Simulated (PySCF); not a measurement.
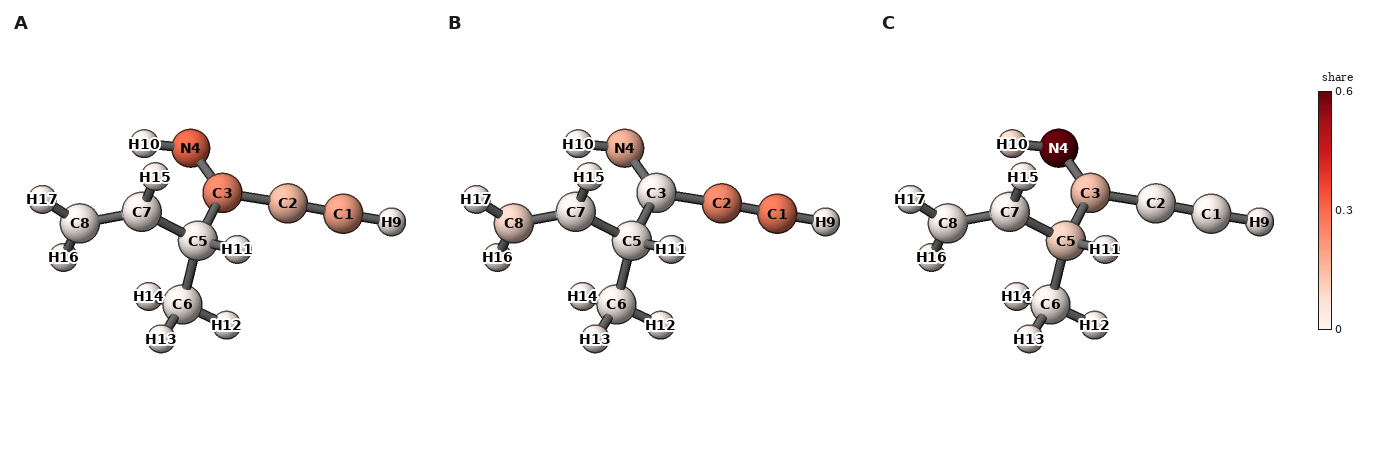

Each panel colours the atoms by their Löwdin share in one orbital (up to four of the largest shares; other atoms are shown as zero). The geometry was computed by an optimisation with GFN2-xTB. No frequency run is at hand to confirm it as a minimum. Computed with PBE0/def2-SVPD (PySCF 2.14.0).

The panels show the HOMO−2, HOMO, LUMO, in some order. Which is which?

A: LUMO, −1.20 eV; N4 0.29, C3 0.23, C1 0.19, C2 0.14
B: HOMO−2, −8.01 eV; C1 0.26, C2 0.24, N4 0.16, C8 0.08
C: HOMO, −7.65 eV; N4 0.60, C3 0.13, C5 0.09, H10 0.08
